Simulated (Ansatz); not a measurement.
## Pressure series in MgO

Base system: MgO in the rock salt structure (space group Fm-3m, No. 225; a = 4.159 Å).

Cell and atoms are relaxed at each pressure.

Method: Ansatz (a quantum-chemistry and plane-wave program), LDA, PAW, cutoff 420 eV, spin-orbit coupling left out.

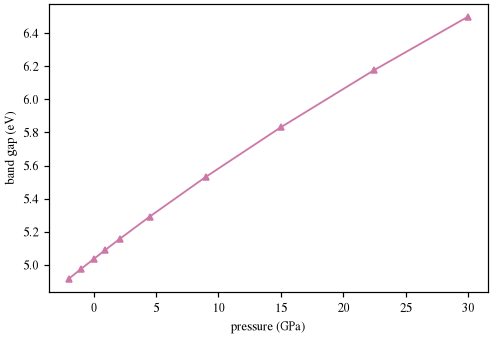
*Band gap against pressure*

Task: From the plot, what is the band gap for pressure −2 GPa?

Result: About 4.9 eV.

Task: Is the trend monotonic over the range shown?

Result: Yes, it rises throughout, spanning 4.92 eV to 6.50 eV.

Load acts through the strain it causes; cell and atoms are relaxed under it. No phonon test of stability was made. No other phases were tried under pressure.
